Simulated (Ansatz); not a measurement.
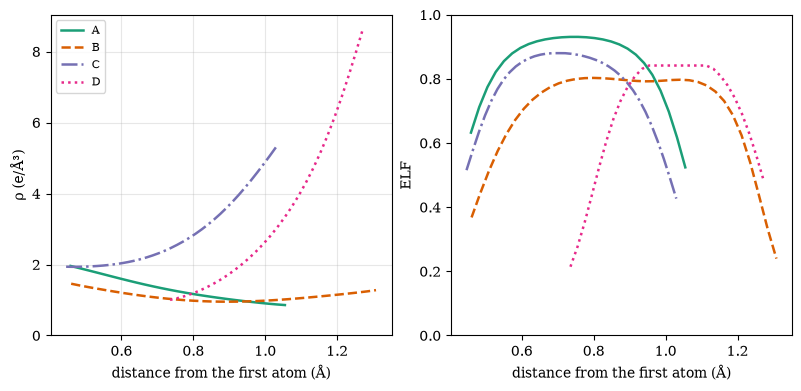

Figure. CH3FOSSi (SMILES OC1S[SiH]1F). Total electron density and electron localisation function along straight lines between neighbouring atoms. The curves leave out the atomic cores.

Geometry: PBE0-D4/def2-TZVP.

Level of theory: RKS PBE0-D4/def2-TZVPP (Ansatz 0.2.0).

```yaml
atoms:
  - { symbol: O, position_ang: [1.3629, -0.2732, -1.0023] }
  - { symbol: C, position_ang: [0.3531, 0.4107, -0.3727] }
  - { symbol: S, position_ang: [0.4803, 0.5703, 1.5540] }
  - { symbol: Si, position_ang: [-0.9515, -0.5028, 0.5366] }
  - { symbol: F, position_ang: [-2.4530, 0.0170, 0.4966] }
  - { symbol: H, position_ang: [2.1406, 0.2905, -1.0703] }
  - { symbol: H, position_ang: [0.1456, 1.4027, -0.7719] }
  - { symbol: H, position_ang: [-0.9859, -1.9724, 0.5740] }
```

Which curve belongs to which contact (C–O, C–S, C–Si and Si–F)? The first atom named is at distance zero.

Answer. Curve A: C–Si (1.83 Å): ρ is about 1 e/Å³ halfway; the ELF peaks at about 0.95 between the atoms: localised, covalent bonding. Curve B: C–S (1.94 Å): ρ is about 0.97 e/Å³ halfway; the ELF peaks at about 0.80 between the atoms (a covalent bond). Curve C: C–O (1.37 Å): the density is about 2.3 e/Å³ at the midpoint, with its minimum of 1.9 e/Å³ about 0.5 Å from C; the ELF peaks at about 0.90 between the atoms (a shared but strongly polarised pair). Curve D: Si–F (1.59 Å): the density is about 1.2 e/Å³ at the midpoint; the ELF peaks at about 0.85 in the valence shell of F, 0.6 Å from its nucleus, and is about 0.45 at the midpoint.
